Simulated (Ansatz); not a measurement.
```xyz
7

F     3.7330    1.5727   -2.0930
F     3.1480    1.7439    0.8905
O     0.9146    0.5443   -0.9304
O     1.6180    3.6775   -1.1768
Sn    2.3157    1.8925   -0.8353
H     1.0629   -0.1582   -0.2832
H     2.2602    4.2162   -1.6581
```

Geometry: PBE0-D4/def2-SVP; core potentials replace the inner electrons of Sn.

Method: Ansatz, isolated molecule in a Gaussian basis; Kohn-Sham density functional theory, functional PBE0.

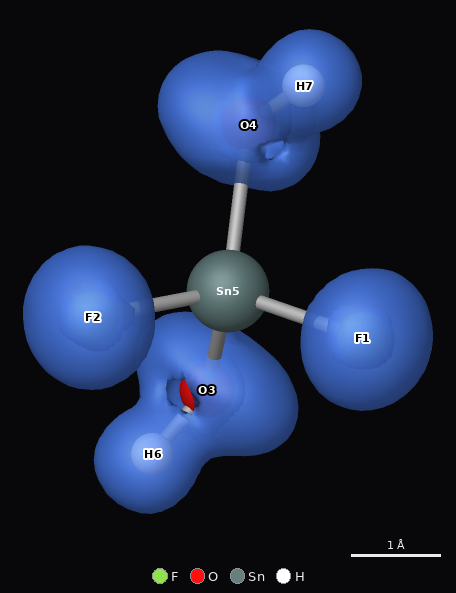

F2H2O2Sn (SMILES [OH][Sn]([OH])([F])[F]). Isosurface of the ELF at 0.75 (blue), seen at an oblique angle. Only the valence region is drawn (cores and ρ < 0.01 e/Å³ removed).

**Identify the bonds, lone pairs and shells in this picture.**

At this value the surface marks out two regions wrapped around F (the valence shell of each) and two joined regions spread over several atoms (H, O), in which their bonds and any lone pairs are merged. Along the contacts the grid gives the following. Sn–F (1.92 Å): the ELF peaks at about 0.80 in the valence shell of F, 0.5 Å from its nucleus, and drops to about 0.15 between the two atoms. Sn–O (1.95 Å): the ELF peaks at about 0.80 in the valence shell of O, 0.6 Å from its nucleus, and drops to about 0.15 between the two atoms.
